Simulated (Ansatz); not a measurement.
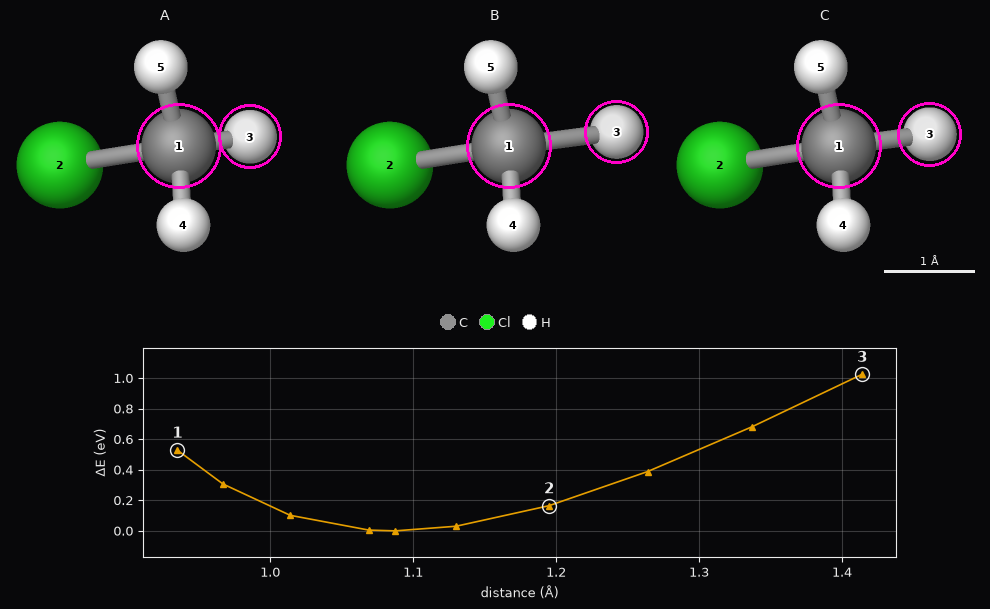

Energy scan for CH3Cl, in which the C1–H3 distance is varied, with the rest of the molecule carried along rigidly. The frames are shuffled; the numbered points of the plot belong to them. A ball-and-stick model, seen from a free direction. The ringed atoms are those of the scanned coordinate.

Computed with Ansatz: CCSD(T), basis def2-TZVPP, on geometries moved rigidly from the minimum at PBE0-D4/def2-TZVP. Coupled cluster with a frozen core. Energies are counted from the PBE0-D4/def2-TZVP minimum geometry at the same level.

Question: Which frame belongs to which numbered point?

Answer: Point 1 is frame A (the distance 0.935 Å, 0.529 eV); 2 is frame C (the distance 1.195 Å, 0.165 eV); 3 is frame B (the distance 1.414 Å, 1.025 eV). The lowest computed point lies at the distance 1.087 Å (0.000 eV). The end points stand at 0.529 eV (0.935 Å) and 1.025 eV (1.414 Å). The curvature at the lowest point is about 34 eV/Å² (5.5 mdyn/Å). The well is steeper on the short side, as for any bond.
